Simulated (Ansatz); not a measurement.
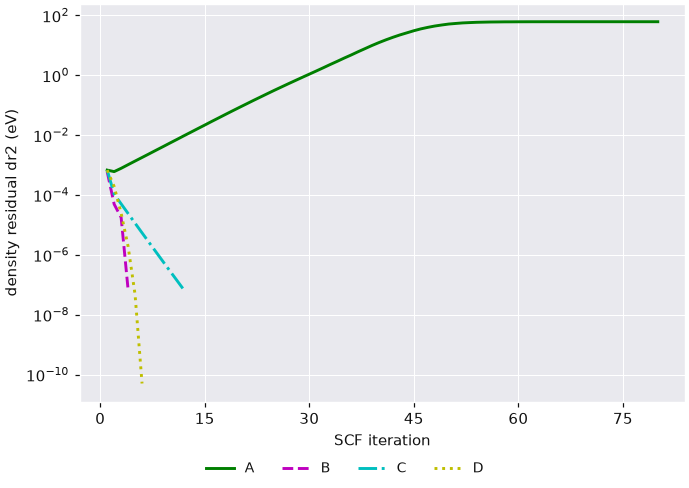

The same cell was run with different SCF settings; each curve is one run.
The run: Pd (Fm-3m, 1 atom in the cell), by DFT, PBE, PAW, plane waves, scalar-relativistic (Ansatz 0.2.0); cutoff 420 eV, 12×12×12 k-mesh, Fermi–Dirac smearing of 0.1 eV.
All start from atomic densities corrected by a trained network.
Iteration limit: 80.

A: linear mixing, beta 0.7, no preconditioner
B: Anderson, beta 0.8, backtracking line search
C: linear mixing, beta 0.3, no preconditioner
D: MSR1 mixing, preconditioner none

Which runs converged, and in how many iterations?

Answer. Run B converged in 4 iterations. Run D converged in 6 iterations. Run C converged in 12 iterations. Run A stopped unconverged after 80 (the residual grew by about 5 orders of magnitude and ended in a two-step oscillation of the energy, not drawn).

Which setting needs the fewest iterations here?

Answer. Run B (Anderson, beta 0.8, backtracking line search), with 4 against 6 for the next.

The converged runs agree in energy within 1 meV per atom.
